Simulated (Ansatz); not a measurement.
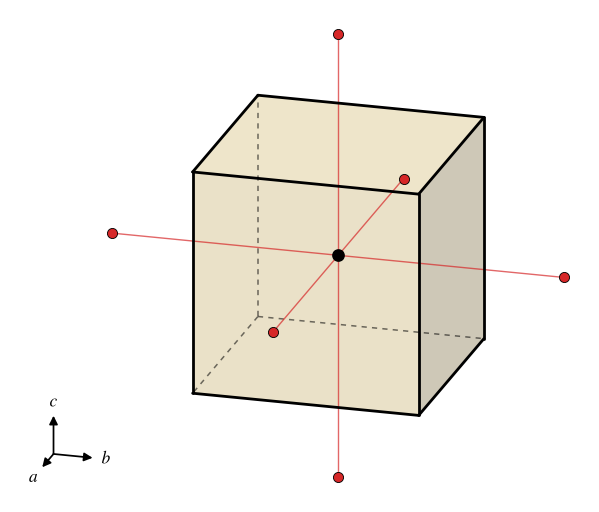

Crystal: Na4HF3, the geometry relaxed with Ansatz 0.2.0, DFT PBE, scalar-relativistic, plane waves, PAW; the starting structure was generated, so it need not be a known form of this composition. The Wigner–Seitz cell of the crystal's lattice, with lines to the lattice points that define its faces. Geometry calculated from the standardised cell; symmetry tolerance 0.002 Å.

a = 4.727 Å, b = 4.727 Å, c = 4.727 Å, α = 90.00°, β = 90.00°, γ = 90.00°; space group Pm-3m, No. 221.

Describe the polyhedron.

A parallelepiped: 6 faces (6 with 4 edges), 12 edges, 8 vertices. Its volume is that of the primitive cell, 105.6 Å³.

Which lattice vectors do the faces bisect?

| example | length (Å) | faces | edges of each | area (Å²) |
| --- | --- | --- | --- | --- |
| a | 4.73 | 6 | 4 | 22.3 |
